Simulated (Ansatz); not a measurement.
**InH2F (SMILES [H][In]([H])[F]): methods side by side**

The species is InH2F (4 atoms), meant as a singlet with charge 0. SMILES: `[H][In]([H])[F]`. Geometry: a GFN2-xTB relaxation, a rough one for these elements and not checked as a minimum.

Quantity: the electronic atomisation energy, in eV. The values are calculated. Electronic energies at fixed atoms, without zero-point motion or spin-orbit coupling.

```json
{"level": "HF/STO-3G", "kind": "Hartree–Fock", "program": "Ansatz", "value (eV)": "9.85", "less FCI/STO-3G": "-1.30"}
{"level": "BLYP/STO-3G", "kind": "GGA", "program": "Ansatz", "value (eV)": "14.72", "less FCI/STO-3G": "+3.57"}
{"level": "revPBE/STO-3G", "kind": "GGA", "program": "Ansatz", "value (eV)": "14.20", "less FCI/STO-3G": "+3.05"}
{"level": "r2SCAN/STO-3G", "kind": "meta-GGA", "program": "Ansatz", "value (eV)": "14.26", "less FCI/STO-3G": "+3.11"}
{"level": "B3LYP/STO-3G", "kind": "global hybrid", "program": "Ansatz", "value (eV)": "14.06", "less FCI/STO-3G": "+2.91"}
{"level": "CAM-B3LYP/STO-3G", "kind": "range-separated hybrid", "program": "Ansatz", "value (eV)": "14.09", "less FCI/STO-3G": "+2.94"}
{"level": "B2PLYP/STO-3G", "kind": "double hybrid", "program": "Ansatz", "value (eV)": "12.85", "less FCI/STO-3G": "+1.70"}
{"level": "CCSDT/STO-3G", "kind": "coupled cluster or CI", "program": "Ansatz", "value (eV)": "11.14", "less FCI/STO-3G": "-0.01"}
{"level": "FCI/STO-3G", "kind": "exact in the basis", "program": "Ansatz", "value (eV)": "11.15", "less FCI/STO-3G": "0.00"}
```

FCI/STO-3G is exact within its basis and frozen core, so for wave-function methods in that basis the difference is their error; functionals converge differently with the basis, so for them it is only a difference. All-electron rows without a relativistic Hamiltonian named are non-relativistic. The values span 9.85 to 14.72 eV. All rows use very small basis sets, so even the best lies far from the true value. In the correlated wave-function rows the outer d shell of In is correlated, in sets not made for it.

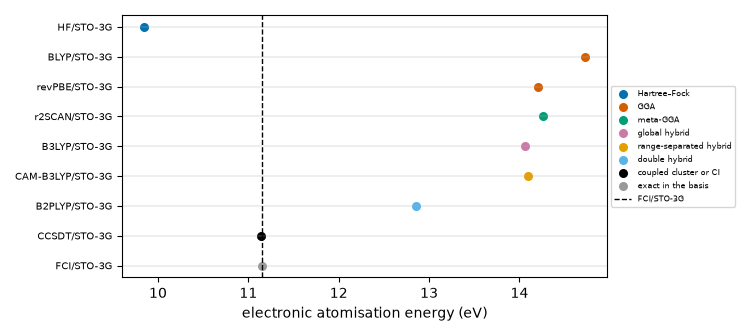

The values of the table, level by level.
